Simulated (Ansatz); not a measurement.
Bands of a (5,0) BN nanotube, along its axis.

These are PBE (plane waves to 420 eV, PAW; Ansatz, an electronic-structure program) values and carry that method's errors. Mesh 1×1×8. No spin polarisation. It repeats along c; a and b span vacuum. An idealised model, rolled from the flat sheet. It keeps the symmetry and period of its start, so it need not be a minimum against all distortions.

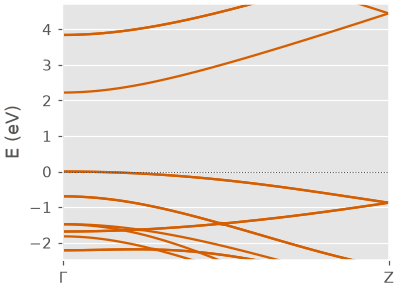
Figure: Bands from the zone centre to the zone edge (period 4.31 Å); the dotted line marks the highest filled level

Problem. Is it a metal or a semiconductor at this level? Give what the bands show.

Solution. A semiconductor in PBE.
PBE gap: 2.22 eV, direct at Γ
